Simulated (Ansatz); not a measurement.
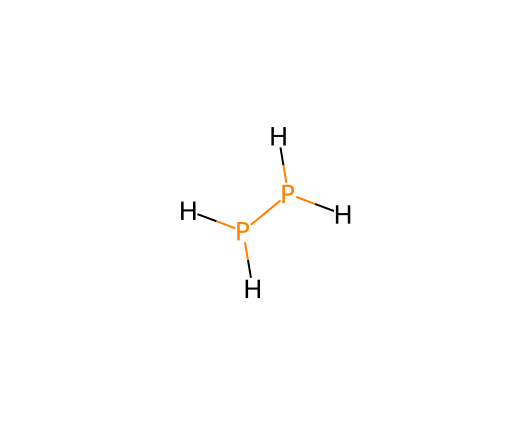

A structural formula.

Write the SMILES.

Answer. PP

Give the formula, hydrogens included.

Answer. P2H4.

An optimisation with PBE0-D4/def2-TZVP gave a structure of which point group?

Answer. C2h.

More results for the same structure follow; atom numbers are the same in all pictures, views and colours differ. The computed structure is the end point of a PBE0-D4/def2-TZVP optimisation.

### Geometry

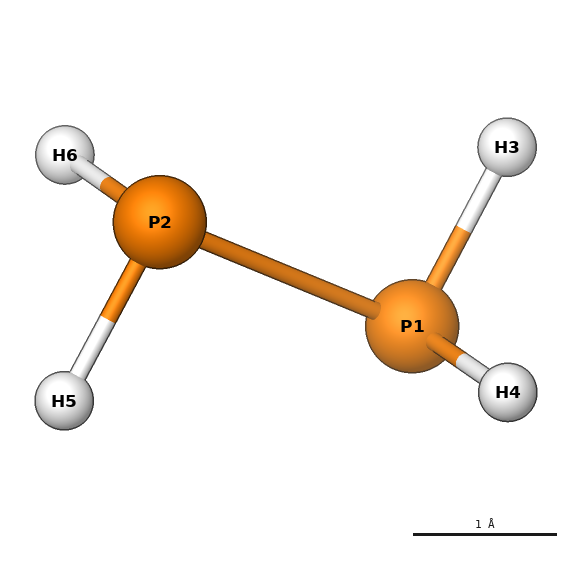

List the bonds and their lengths.

| bond | length (Å) | order |
| --- | --- | --- |
| P1–P2 | 2.227 | single |
| P1–H3 | 1.422 | single |
| P1–H4 | 1.422 | single |
| P2–H5 | 1.422 | single |
| P2–H6 | 1.422 | single |

### Vibrations

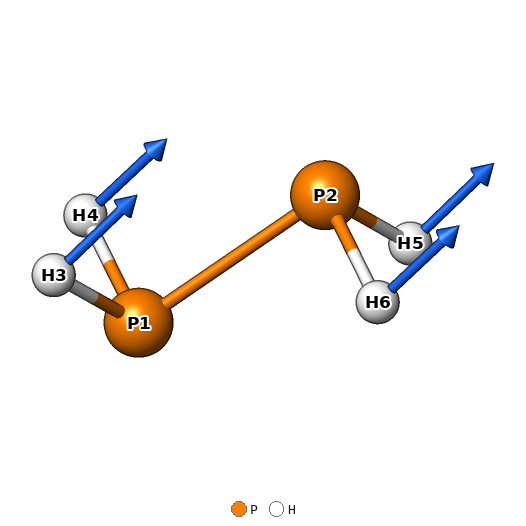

The arrows show one normal mode. Harmonic vibrations computed with RKS PBE0-D4/def2-TZVP (Ansatz 0.2.0) at a stationary point of the same level.

Describe the motion.

Answer. Mostly H–P–P bending.

Estimate its harmonic wavenumber.

Answer. 635 cm⁻¹; it is mode 4 of 12 counted from the lowest.

### Levels of theory compared

Program: Ansatz 0.2.0.

Tabulate HOMO energy (eV), HOMO–LUMO gap (eV), vertical IP (eV) at these levels: B3LYP-D4/def2-TZVPP; PBE-D4/def2-TZVPP; PBE0-D4/def2-TZVPP; r2SCAN-D4/def2-TZVPP; ωB97M-V/def2-TZVPP; ωB97X-V/def2-TZVPP.

```tsv
level	HOMO energy (eV)	HOMO–LUMO gap (eV)	vertical IP (eV)
B3LYP-D4/def2-TZVPP	−6.69	6.29	9.10
PBE-D4/def2-TZVPP	−5.83	4.78	8.94
PBE0-D4/def2-TZVPP	−6.89	6.71	9.05
r2SCAN-D4/def2-TZVPP	−6.04	5.25	8.97
ωB97M-V/def2-TZVPP	−8.94	10.60	9.17
ωB97X-V/def2-TZVPP	−9.10	10.97	9.16
```

### Thermal motion

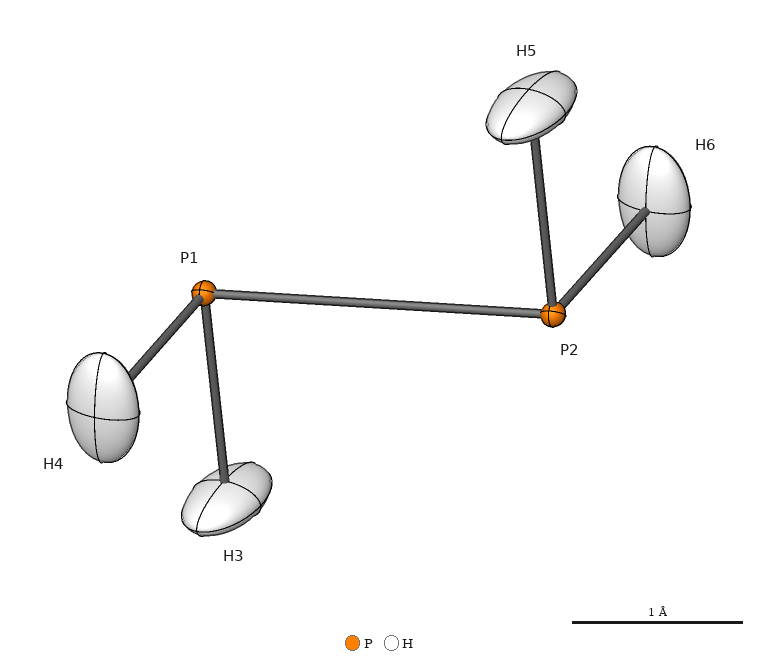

Displacement ellipsoids at the 50 % level, from the internal vibrations of the free molecule (harmonic, no overall translation or rotation; no half-axis is drawn under 0.075 Å). Vibrations computed with RKS PBE0-D4/def2-TZVP (Ansatz 0.2.0). Temperature: 0 K (zero-point motion alone).

Which atom moves most?

Answer. H3, H4, H5, H6, with U_eq = 0.0281 Å².

Does H3 move more along its bond or across it?

Answer. Across it: the root-mean-square amplitude is 0.083 Å along the bond and up to 0.236 Å across, since bending and torsion are softer than stretching.

List U_eq and the three principal root-mean-square amplitudes for each kind of atom.

```tsv
atom	U_eq (Å²)	rms amplitudes (Å)
P1, P2	0.00026	0.006, 0.011, 0.025
H3, H4, H5, H6	0.0281	0.082, 0.148, 0.236
```
